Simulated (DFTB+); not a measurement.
Geometry relaxation, with input and output: CH$_{5}$BF$_{2}$Si (part 2 of 2)

The same run, continued: CH$_{5}$BF$_{2}$Si, SMILES BC(F)[SiH2]F; GFN2-xTB, R-SCC, dispersion built in (DFTB+ 25.1). The geometry comes from this level: PBE0-D4/def2-TZVP.

Geometry of the input (Å):
```
B  -0.1433  -1.0189  -1.1458
C  -0.2462  -0.7016  0.3422
F  0.5763  -1.4356  1.2017
Si 0.2813  1.1285  0.5478
F  -0.9164  2.0506  0.0302
H  -0.8923  -0.4417  -1.8786
H  0.7044  -1.7395  -1.5758
H  -1.2743  -0.7199  0.7307
H  0.5001  1.3744  1.9898
H  1.4934  1.4527  -0.2392
```

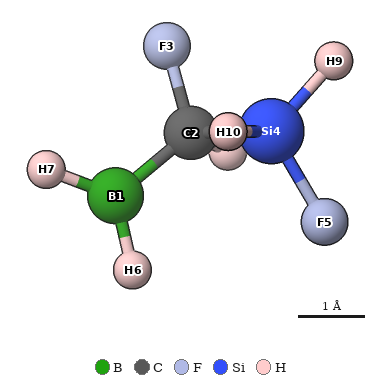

*The geometry at step 8 of the log (ball-and-stick view, seen at a tilt; atoms are numbered from 1 in the order of the input).*

## Output, continued
```
total energy  -1.7165009E+01 H       energy change -6.5232404E-05 H
gradient norm  5.6458913E-03 H/a0    max. gradient  2.2822170E-03 H/a0
step length    3.1552667E-02 a0      max. step      1.2662671E-02 a0

--------------------------------------------------------------------------------

***  Geometry step: 10

 iSCC Total electronic   Diff electronic      SCC error
    1   -0.17260688E+02    0.00000000E+00    0.14210425E-01
    2   -0.17260667E+02    0.58429250E-03    0.12099002E-01
    3   -0.17260573E+02    0.20848853E-04    0.22379439E-02
    4   -0.17260575E+02    0.94123876E-04    0.14552966E-02
    5   -0.17260582E+02   -0.21390249E-05    0.38931956E-03
    6   -0.17260583E+02   -0.71689485E-05    0.15759277E-03
    7   -0.17260582E+02   -0.31715565E-06    0.73108223E-04
    8   -0.17260582E+02    0.32903179E-06    0.32640253E-04
    9   -0.17260582E+02    0.78292771E-06    0.10859811E-04
   10   -0.17260581E+02    0.13569159E-06    0.63699667E-05

Total Energy:                      -17.1650555685 H         -467.0849 eV
Extrapolated to 0K:                -17.1650555685 H         -467.0849 eV
Total Mermin free energy:          -17.1650555685 H         -467.0849 eV
Force related energy:              -17.1650555685 H         -467.0849 eV

total energy  -1.7165056E+01 H       energy change -4.6362703E-05 H
gradient norm  4.3655003E-03 H/a0    max. gradient  1.7364665E-03 H/a0
step length    2.5515972E-02 a0      max. step      1.1040365E-02 a0

--------------------------------------------------------------------------------

***  Geometry step: 11

 iSCC Total electronic   Diff electronic      SCC error
    1   -0.17260718E+02    0.00000000E+00    0.78518969E-02
    2   -0.17260710E+02   -0.13628664E-03    0.71636610E-02
    3   -0.17260678E+02    0.79507699E-05    0.35365511E-02
    4   -0.17260670E+02    0.31801337E-04    0.79531770E-03
    5   -0.17260672E+02    0.79423703E-05    0.45480328E-03
    6   -0.17260672E+02   -0.15448436E-05    0.15944293E-03
    7   -0.17260672E+02   -0.77746382E-06    0.52302040E-04
    8   -0.17260671E+02    0.63996589E-06    0.22766223E-04
    9   -0.17260671E+02    0.49754710E-06    0.72996420E-05

Total Energy:                      -17.1650833300 H         -467.0857 eV
Extrapolated to 0K:                -17.1650833300 H         -467.0857 eV
Total Mermin free energy:          -17.1650833300 H         -467.0857 eV
Force related energy:              -17.1650833300 H         -467.0857 eV

total energy  -1.7165083E+01 H       energy change -2.7761417E-05 H
gradient norm  3.6163906E-03 H/a0    max. gradient  1.3176842E-03 H/a0
step length    1.6147673E-02 a0      max. step      6.8542157E-03 a0

--------------------------------------------------------------------------------

***  Geometry step: 12

 iSCC Total electronic   Diff electronic      SCC error
    1   -0.17261183E+02    0.00000000E+00    0.64426935E-02
    2   -0.17261185E+02   -0.51221553E-03    0.54378599E-02
    3   -0.17261187E+02   -0.13190880E-05    0.30565405E-02
    4   -0.17261185E+02   -0.18526616E-05    0.80853194E-03
    5   -0.17261186E+02    0.13323098E-05    0.37831359E-03
    6   -0.17261186E+02   -0.44484845E-06    0.16676400E-03
    7   -0.17261185E+02   -0.18573423E-06    0.49925794E-04
    8   -0.17261184E+02    0.74953995E-06    0.15306438E-04
    9   -0.17261184E+02    0.60025430E-06    0.66211475E-05

Total Energy:                      -17.1651068033 H         -467.0863 eV
Extrapolated to 0K:                -17.1651068033 H         -467.0863 eV
Total Mermin free energy:          -17.1651068033 H         -467.0863 eV
Force related energy:              -17.1651068033 H         -467.0863 eV

total energy  -1.7165107E+01 H       energy change -2.3473379E-05 H
gradient norm  3.7057514E-03 H/a0    max. gradient  1.8286474E-03 H/a0
step length    1.4855070E-02 a0      max. step      6.7801924E-03 a0

--------------------------------------------------------------------------------

***  Geometry step: 13

 iSCC Total electronic   Diff electronic      SCC error
    1   -0.17261928E+02    0.00000000E+00    0.93973834E-02
    2   -0.17261936E+02   -0.74321971E-03    0.76830965E-02
    3   -0.17261970E+02   -0.83515954E-05    0.17509072E-02
    4   -0.17261972E+02   -0.34397853E-04    0.81017115E-03
    5   -0.17261970E+02   -0.14527034E-05    0.31009340E-03
    6   -0.17261969E+02    0.15599851E-05    0.14054586E-03
    7   -0.17261969E+02    0.90363388E-06    0.30211421E-04
    8   -0.17261968E+02    0.78567170E-06    0.15025646E-04
    9   -0.17261968E+02    0.33791028E-06    0.65150278E-05

Total Energy:                      -17.1651332028 H         -467.0870 eV
Extrapolated to 0K:                -17.1651332028 H         -467.0870 eV
Total Mermin free energy:          -17.1651332028 H         -467.0870 eV
Force related energy:              -17.1651332028 H         -467.0870 eV

total energy  -1.7165133E+01 H       energy change -2.6399506E-05 H
gradient norm  3.9277314E-03 H/a0    max. gradient  2.1047074E-03 H/a0
step length    1.9535031E-02 a0      max. step      9.2294380E-03 a0

--------------------------------------------------------------------------------

***  Geometry step: 14

 iSCC Total electronic   Diff electronic      SCC error
    1   -0.17262634E+02    0.00000000E+00    0.12177282E-01
    2   -0.17262646E+02   -0.66605441E-03    0.99166259E-02
    3   -0.17262702E+02   -0.12069736E-04    0.79894919E-03
    4   -0.17262705E+02   -0.55094384E-04    0.40479000E-03
    5   -0.17262703E+02   -0.36947335E-05    0.30904651E-03
    6   -0.17262700E+02    0.21786633E-05    0.12416670E-03
    7   -0.17262700E+02    0.27007417E-05    0.49682090E-04
    8   -0.17262700E+02    0.55798796E-06    0.14410537E-04
    9   -0.17262700E+02   -0.14569761E-06    0.50475262E-05

Total Energy:                      -17.1651580015 H         -467.0877 eV
Extrapolated to 0K:                -17.1651580015 H         -467.0877 eV
Total Mermin free energy:          -17.1651580015 H         -467.0877 eV
Force related energy:              -17.1651580015 H         -467.0877 eV

total energy  -1.7165158E+01 H       energy change -2.4798621E-05 H
gradient norm  3.3252006E-03 H/a0    max. gradient  1.2990758E-03 H/a0
step length    2.2457775E-02 a0      max. step      1.0766945E-02 a0

--------------------------------------------------------------------------------

***  Geometry step: 15

 iSCC Total electronic   Diff electronic      SCC error
    1   -0.17262896E+02    0.00000000E+00    0.97485341E-02
    2   -0.17262903E+02   -0.19601933E-03    0.78858096E-02
    3   -0.17262933E+02   -0.73826770E-05    0.21116179E-02
    4   -0.17262944E+02   -0.29920482E-04    0.62488116E-03
    5   -0.17262942E+02   -0.10912731E-04    0.15598356E-03
    6   -0.17262940E+02    0.24896999E-05    0.60465945E-04
    7   -0.17262940E+02    0.12507021E-05    0.37889437E-04
    8   -0.17262940E+02    0.35101488E-06    0.12724889E-04
    9   -0.17262940E+02    0.13841384E-06    0.23836606E-05

Total Energy:                      -17.1651723497 H         -467.0881 eV
Extrapolated to 0K:                -17.1651723497 H         -467.0881 eV
Total Mermin free energy:          -17.1651723497 H         -467.0881 eV
Force related energy:              -17.1651723497 H         -467.0881 eV

total energy  -1.7165172E+01 H       energy change -1.4348233E-05 H
gradient norm  2.3251489E-03 H/a0    max. gradient  9.1260936E-04 H/a0
step length    1.5610516E-02 a0      max. step      7.4990433E-03 a0

Geometry converged

--------------------------------------------------------------------------------
--------------------------------------------------------------------------------
Pre-SCC initialisation                 +       0.01 (  7.6%)       0.01 (  6.9%)
SCC                                    +       0.11 ( 74.6%)       0.12 ( 75.6%)
Post-SCC processing                    +       0.03 ( 17.2%)       0.03 ( 16.3%)
--------------------------------------------------------------------------------
Missing                                +       0.00 (  0.6%)       0.00 (  1.2%)
Total                                  =       0.15 (100.0%)       0.16 (100.0%)
--------------------------------------------------------------------------------
```

## File detailed.out
```
Fermi distribution function

Geometry optimization step: 15

********************************************************************************
 iSCC Total electronic   Diff electronic      SCC error
    9   -0.17262940E+02    0.13841384E-06    0.23836606E-05
********************************************************************************

 Total charge:    -0.00000000

 Atomic gross charges (e)
 Atom           Charge
    1       0.21972972
    2      -0.03228984
    3      -0.29093496
    4       0.56942099
    5      -0.26767954
    6      -0.08705831
    7      -0.07207831
    8       0.05249070
    9      -0.03882269
   10      -0.05277776

Nr. of electrons (up):     30.00000000
Atom populations (up)
 Atom       Population
    1       2.78027028
    2       4.03228984
    3       7.29093496
    4       3.43057901
    5       7.26767954
    6       1.08705831
    7       1.07207831
    8       0.94750930
    9       1.03882269
   10       1.05277776

l-shell populations (up)
 Atom Sh.   l       Population
    1   1   0       0.94232406
    1   2   1       1.83794622
    2   1   0       1.09552318
    2   2   1       2.93676666
    3   1   0       1.81460739
    3   2   1       5.47632757
    4   1   0       1.35408781
    4   2   1       1.72164306
    4   3   2       0.35484813
    5   1   0       1.75689689
    5   2   1       5.51078265
    6   1   0       1.08705831
    7   1   0       1.07207831
    8   1   0       0.94750930
    9   1   0       1.03882269
   10   1   0       1.05277776

Orbital populations (up)
 Atom Sh.   l   m       Population  Label
    1   1   0   0       0.94232406  s
    1   2   1  -1       0.41104152  p_y
    1   2   1   0       0.80778940  p_z
    1   2   1   1       0.61911530  p_x
    2   1   0   0       1.09552318  s
    2   2   1  -1       0.98776421  p_y
    2   2   1   0       1.02620151  p_z
    2   2   1   1       0.92280094  p_x
    3   1   0   0       1.81460739  s
    3   2   1  -1       1.82789450  p_y
    3   2   1   0       1.80854804  p_z
    3   2   1   1       1.83988503  p_x
    4   1   0   0       1.35408781  s
    4   2   1  -1       0.54861090  p_y
    4   2   1   0       0.65840160  p_z
    4   2   1   1       0.51463056  p_x
    4   3   2  -2       0.09926304  d_xy
    4   3   2  -1       0.08678025  d_yz
    4   3   2   0       0.02613156  d_z2
    4   3   2   1       0.08769587  d_xz
    4   3   2   2       0.05497741  d_x2-y2
    5   1   0   0       1.75689689  s
    5   2   1  -1       1.83992686  p_y
    5   2   1   0       1.87684942  p_z
    5   2   1   1       1.79400638  p_x
    6   1   0   0       1.08705831  s
    7   1   0   0       1.07207831  s
    8   1   0   0       0.94750930  s
    9   1   0   0       1.03882269  s
   10   1   0   0       1.05277776  s

Fermi level:                        -0.3357385600 H           -9.1359 eV
Band energy:                       -16.6177823831 H         -452.1929 eV
TS:                                  0.0000000000 H            0.0000 eV
Band free energy (E-TS):           -16.6177823831 H         -452.1929 eV
Extrapolated E(0K):                -16.6177823831 H         -452.1929 eV
Input / Output electrons (q):     30.0000000000     30.0000000000

Energy H0:                         -17.3193621842 H         -471.2838 eV
Energy SCC:                          0.0564221623 H            1.5353 eV
Total Electronic energy:           -17.2629400219 H         -469.7485 eV
Repulsive energy:                    0.1028768735 H            2.7994 eV
Total energy:                      -17.1651723497 H         -467.0881 eV
Extrapolated to 0:                 -17.1651723497 H         -467.0881 eV
Total Mermin free energy:          -17.1651723497 H         -467.0881 eV
Force related energy:              -17.1651723497 H         -467.0881 eV

Non-constrained calculation

SCC converged

Full geometry written in geo_end.{xyz|gen}

Total Forces
    1      0.000012592844     -0.000303077882     -0.000912609360
    2      0.000086322971      0.000671581351      0.000081734618
    3     -0.000231782017     -0.000037741965     -0.000109668133
    4      0.000167772325      0.000047177278      0.000013171327
    5     -0.000907707204      0.000455182901     -0.000398327884
    6     -0.000837870322     -0.000345964996      0.000233445110
    7      0.000776470933     -0.000185867097     -0.000130081087
    8     -0.000051867407      0.000075041855      0.000395029839
    9      0.000233642712     -0.000188894293      0.000419103935
   10      0.000752425163     -0.000187437153      0.000408201636

Maximal derivative component:        0.912609E-03 au

Dipole moment:    0.10561551    0.38422631   -0.04682109 au
Dipole moment:    0.26844788    0.97660595   -0.11900734 Debye

Geometry converged
```

## Trajectory as extended XYZ (Å, eV, eV/Å), 16 frames, from step=0 to step=15
```
10
Properties=species:S:1:pos:R:3 step=0 energy=-467.00652
B    -0.1433   -1.0189   -1.1458
C    -0.2462   -0.7016    0.3422
F     0.5763   -1.4356    1.2017
Si    0.2813    1.1285    0.5478
F    -0.9164    2.0506    0.0302
H    -0.8923   -0.4417   -1.8786
H     0.7044   -1.7395   -1.5758
H    -1.2743   -0.7199    0.7307
H     0.5001    1.3744    1.9898
H     1.4934    1.4527   -0.2392
10
Properties=species:S:1:pos:R:3 step=1 energy=-467.04019
B    -0.1426   -1.0207   -1.1562
C    -0.2484   -0.7001    0.3431
F     0.5735   -1.4363    1.2020
Si    0.2929    1.1315    0.5523
F    -0.9182    2.0519    0.0294
H    -0.8888   -0.4459   -1.8748
H     0.7002   -1.7355   -1.5736
H    -1.2725   -0.7227    0.7326
H     0.4981    1.3743    1.9853
H     1.4887    1.4525   -0.2372
10
Properties=species:S:1:pos:R:3 step=2 energy=-467.06153
B    -0.1421   -1.0227   -1.1687
C    -0.2502   -0.6963    0.3396
F     0.5672   -1.4384    1.2025
Si    0.3093    1.1383    0.5586
F    -0.9173    2.0516    0.0297
H    -0.8832   -0.4536   -1.8692
H     0.6937   -1.7289   -1.5705
H    -1.2698   -0.7291    0.7373
H     0.4942    1.3749    1.9785
H     1.4812    1.4531   -0.2348
10
Properties=species:S:1:pos:R:3 step=3 energy=-467.06530
B    -0.1423   -1.0227   -1.1692
C    -0.2500   -0.6940    0.3368
F     0.5637   -1.4394    1.2020
Si    0.3120    1.1404    0.5598
F    -0.9146    2.0502    0.0307
H    -0.8824   -0.4563   -1.8688
H     0.6926   -1.7275   -1.5704
H    -1.2686   -0.7320    0.7394
H     0.4926    1.3760    1.9778
H     1.4801    1.4544   -0.2352
10
Properties=species:S:1:pos:R:3 step=4 energy=-467.07227
B    -0.1431   -1.0224   -1.1676
C    -0.2494   -0.6872    0.3299
F     0.5525   -1.4426    1.1996
Si    0.3171    1.1445    0.5622
F    -0.9057    2.0461    0.0343
H    -0.8821   -0.4637   -1.8699
H     0.6912   -1.7245   -1.5709
H    -1.2641   -0.7409    0.7452
H     0.4878    1.3801    1.9784
H     1.4788    1.4596   -0.2384
10
Properties=species:S:1:pos:R:3 step=5 energy=-467.07459
B    -0.1434   -1.0221   -1.1665
C    -0.2495   -0.6845    0.3292
F     0.5473   -1.4443    1.1980
Si    0.3192    1.1445    0.5631
F    -0.9021    2.0451    0.0357
H    -0.8832   -0.4670   -1.8718
H     0.6915   -1.7237   -1.5716
H    -1.2617   -0.7446    0.7472
H     0.4854    1.3827    1.9803
H     1.4794    1.4629   -0.2408
10
Properties=species:S:1:pos:R:3 step=6 energy=-467.07793
B    -0.1440   -1.0216   -1.1656
C    -0.2502   -0.6809    0.3308
F     0.5391   -1.4482    1.1950
Si    0.3238    1.1431    0.5650
F    -0.8966    2.0448    0.0376
H    -0.8865   -0.4731   -1.8764
H     0.6928   -1.7228   -1.5729
H    -1.2580   -0.7503    0.7501
H     0.4810    1.3883    1.9851
H     1.4814    1.4698   -0.2458
10
Properties=species:S:1:pos:R:3 step=7 energy=-467.07978
B    -0.1445   -1.0212   -1.1662
C    -0.2507   -0.6801    0.3330
F     0.5357   -1.4519    1.1936
Si    0.3275    1.1417    0.5666
F    -0.8938    2.0457    0.0384
H    -0.8894   -0.4773   -1.8801
H     0.6940   -1.7223   -1.5736
H    -1.2572   -0.7528    0.7514
H     0.4783    1.3923    1.9887
H     1.4829    1.4747   -0.2491
10
Properties=species:S:1:pos:R:3 step=8 energy=-467.08192
B    -0.1453   -1.0205   -1.1679
C    -0.2513   -0.6810    0.3358
F     0.5337   -1.4579    1.1927
Si    0.3327    1.1407    0.5690
F    -0.8905    2.0476    0.0393
H    -0.8934   -0.4829   -1.8850
H     0.6956   -1.7215   -1.5742
H    -1.2583   -0.7544    0.7524
H     0.4748    1.3978    1.9932
H     1.4847    1.4811   -0.2527
10
Properties=species:S:1:pos:R:3 step=9 energy=-467.08369
B    -0.1462   -1.0200   -1.1699
C    -0.2516   -0.6834    0.3375
F     0.5337   -1.4646    1.1925
Si    0.3374    1.1409    0.5714
F    -0.8867    2.0494    0.0402
H    -0.8974   -0.4888   -1.8894
H     0.6969   -1.7203   -1.5741
H    -1.2609   -0.7545    0.7529
H     0.4718    1.4031    1.9968
H     1.4857    1.4871   -0.2553
10
Properties=species:S:1:pos:R:3 step=10 energy=-467.08496
B    -0.1469   -1.0197   -1.1714
C    -0.2516   -0.6862    0.3375
F     0.5348   -1.4704    1.1925
Si    0.3405    1.1420    0.5734
F    -0.8829    2.0504    0.0413
H    -0.9006   -0.4939   -1.8925
H     0.6976   -1.7187   -1.5737
H    -1.2637   -0.7534    0.7529
H     0.4696    1.4073    1.9986
H     1.4857    1.4915   -0.2562
10
Properties=species:S:1:pos:R:3 step=11 energy=-467.08571
B    -0.1475   -1.0198   -1.1716
C    -0.2514   -0.6883    0.3366
F     0.5358   -1.4740    1.1919
Si    0.3416    1.1428    0.5746
F    -0.8798    2.0508    0.0422
H    -0.9023   -0.4976   -1.8937
H     0.6979   -1.7172   -1.5731
H    -1.2651   -0.7517    0.7524
H     0.4685    1.4099    1.9986
H     1.4849    1.4939   -0.2555
10
Properties=species:S:1:pos:R:3 step=12 energy=-467.08635
B    -0.1482   -1.0202   -1.1712
C    -0.2511   -0.6897    0.3355
F     0.5363   -1.4767    1.1905
Si    0.3418    1.1429    0.5754
F    -0.8767    2.0510    0.0431
H    -0.9038   -0.5011   -1.8941
H     0.6980   -1.7154   -1.5724
H    -1.2654   -0.7496    0.7516
H     0.4678    1.4121    1.9980
H     1.4837    1.4958   -0.2539
10
Properties=species:S:1:pos:R:3 step=13 energy=-467.08707
B    -0.1492   -1.0210   -1.1704
C    -0.2505   -0.6908    0.3345
F     0.5362   -1.4797    1.1878
Si    0.3419    1.1417    0.5764
F    -0.8730    2.0516    0.0440
H    -0.9059   -0.5060   -1.8943
H     0.6986   -1.7131   -1.5716
H    -1.2647   -0.7467    0.7503
H     0.4671    1.4150    1.9972
H     1.4822    1.4981   -0.2515
10
Properties=species:S:1:pos:R:3 step=14 energy=-467.08774
B    -0.1503   -1.0221   -1.1697
C    -0.2499   -0.6912    0.3340
F     0.5354   -1.4828    1.1842
Si    0.3421    1.1391    0.5774
F    -0.8696    2.0528    0.0449
H    -0.9087   -0.5117   -1.8944
H     0.6997   -1.7106   -1.5708
H    -1.2634   -0.7433    0.7489
H     0.4664    1.4183    1.9966
H     1.4809    1.5008   -0.2485
10
Properties=species:S:1:pos:R:3 step=15 energy=-467.08814
B    -0.1512   -1.0231   -1.1697
C    -0.2494   -0.6908    0.3342
F     0.5344   -1.4848    1.1815
Si    0.3423    1.1368    0.5780
F    -0.8680    2.0540    0.0451
H    -0.9110   -0.5157   -1.8944
H     0.7010   -1.7091   -1.5705
H    -1.2622   -0.7412    0.7481
H     0.4661    1.4204    1.9967
H     1.4806    1.5026   -0.2464
```

## Key numbers

| quantity | value |
| --- | --- |
| outcome | converged |
| Mermin free energy | −17.165172 hartree |
| basis functions | 30 |
| largest force | 0.056 eV/Å |
| HOMO | −11.11 eV |
| LUMO | −7.16 eV |
| dipole moment | 1.02 D |
| hardware | 1 thread of Intel Xeon @ 2.90GHz (Ice Lake), 32 GiB of memory available, shared host |
| peak memory | 0.073 GiB |

Settings chosen away from the usual ones: optimiser.
